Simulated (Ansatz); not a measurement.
Level of theory: PBE (plane waves to 420 eV, PAW; Ansatz, a first-principles code).

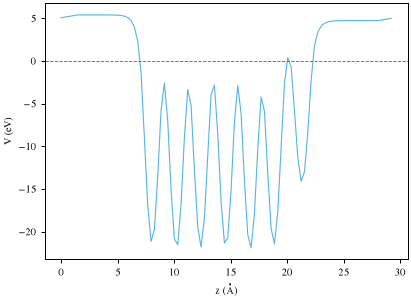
Figure: Electrostatic potential energy of an electron, averaged over planes parallel to the surface, in eV from the Fermi level, for a constructed model of the (0001) surface of hcp Os, a pseudomorphic layer of Ag in the host's stacking (bottom of the slab: a bare face, its two planes held)

Set-up: 7 atoms, 13.4 Å thick at the start; mesh 16x16x1; 0.1 eV smearing; dipole correction on; 2 atoms held, the rest relaxed; symmetry of the start imposed; no spin, no spin-orbit, no U. It is one candidate, not shown to be the stable structure of the face.

The vacuum level lies 4.72 eV above the Fermi level over the top face and 5.39 eV above it under the bottom face.
